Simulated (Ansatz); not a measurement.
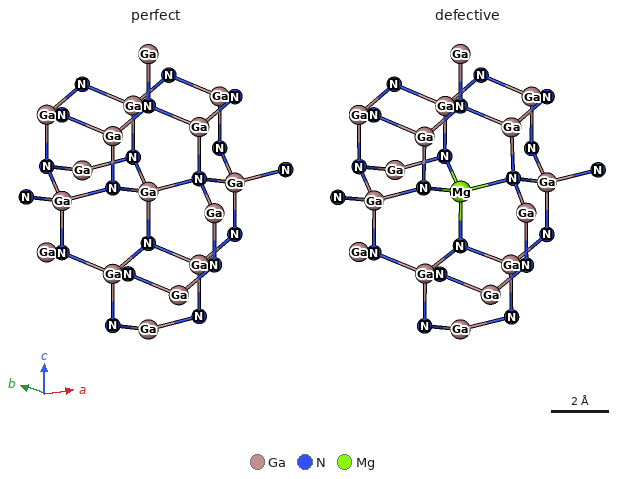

Left: perfect GaN. Right: the same region with one point defect, after relaxing the atoms in a supercell of 48 sites. The picture is a ball-and-stick view of the atoms within 5.2 Å of one point, in a slice 5.0 Å thick across the line of sight, seen from a free direction.

All numbers below come from Ansatz, DFT, PBE, plane-wave PAW, default files, scalar-relativistic. Settings: plane-wave cutoff 420 eV; k-point mesh 4 × 3 × 2; occupations fermi dirac; smearing width 0.01 eV; no spin polarisation. A uniform background neutralises the charged cell. The axes drawn are those of the host's conventional cell.

**What kind of defect was made?**

A gallium atom is replaced by magnesium.

The charge state of the cell is −1.

**How does the lattice respond?**

In the host the Ga atom has 4 N at 1.94 to 1.95 Å; the Mg atom ends with 4 N at 2.00 to 2.03 Å. Of the host's atoms, a nitrogen atom moves furthest from its site, by 0.08 Å. Relaxing the atoms from the host's sites lowers the energy by 0.33 eV.

Limits of the set-up: the periodic images lie only 6.4 Å apart, so the values are limited by the cell's size; the cell is charged, on a uniform background, and energies carry no finite-size correction.
